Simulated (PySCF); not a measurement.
# ClO3S: the cost of one run

Computed with PySCF 2.14.0; each step states its level. No surroundings beyond the atoms listed, unless a continuum is named. Atoms count from 0, parts from 1.

## (1) Starting point

5 atoms, charge -1, multiplicity 1; geometry: GFN2-xTB. Parts: 1 = atoms 0–3, `O=S(=O)=O`, charge 0; 2 = atom 4, `[Cl-]`, charge -1. In the given geometry S1 and Cl4 of different parts are bonded (2.10 Å), so values for the parts refer to these atom groups.

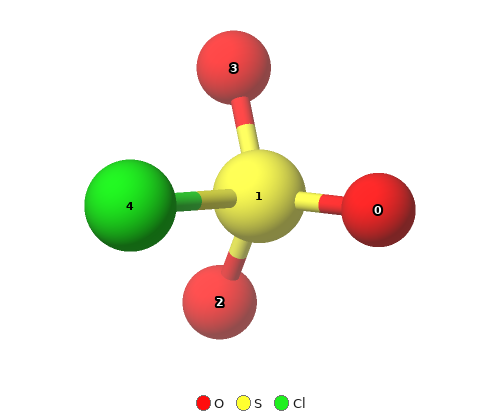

The starting geometry (oxygen red, sulfur yellow, chlorine green), atoms numbered.

## (2) Geometry optimisation at PBE0-D3(BJ)/def2-SVPD

The job: settings as JSON, then the geometry in Å.

```
{"job": {"xc": "PBE0", "basis": "def2-SVPD", "d3": "d3bj", "grid": 2, "kind": "geom", "shake": 0.01}, "charge": -1, "multiplicity": 1, "parts": [{"atoms": "0-3", "charge": 0, "multiplicity": 1}, {"atoms": "4-4", "charge": -1, "multiplicity": 1}]}
O     -0.770861    -1.095906    -0.764741
S     -0.025392    -0.367073     0.224431
O     -0.645442     0.835427     0.747262
O      1.437468    -0.295330    -0.012960
Cl    -0.132761    -1.676345     1.864555
```

Command:

```
$ OMP_NUM_THREADS=1 python cluster_run.py task.json out
```

The driver reads the jobs from task.json and runs them one after another.

Q: Estimate the wall time and peak memory of this first job on 1 thread of Arm Neoverse V2, shared host.

About 26 s, with a peak of 0.54 GiB.
